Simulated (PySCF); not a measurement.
# Ge2 (Ge2+): the cost of one run

Programs: PySCF 2.14.0, with routines of our own; each step states its level. All values are computed. Atoms count from 0.

### Step 1. The system as given

2 atoms, charge 1, multiplicity 4; geometry from: GFN2-xTB.

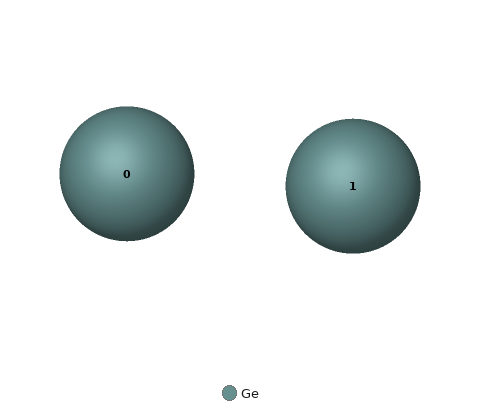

The starting geometry (germanium teal).

### Step 2. Optimising the geometry at PBE0-D3(BJ)/def2-SVP

The job: settings as JSON, then the geometry in Å.

```
{"job": {"xc": "PBE0", "basis": "def2-SVP", "d3": "d3bj", "grid": 1, "maxiter": 30, "shake": 0.01, "kind": "geom"}, "charge": 1, "multiplicity": 4}
Ge     1.224000    -0.029010     0.002010
Ge    -1.206510     0.000190    -0.014130
```

Launch:

```sh
OMP_NUM_THREADS=1 python heavy_run.py task.json out
```

The driver reads the jobs from task.json and runs them one after another.

**Question.** How long does this first job take on 1 thread of Arm Neoverse V1, shared host, and how much memory does it need?

About 8.5 s, with a peak of 0.3 GiB.
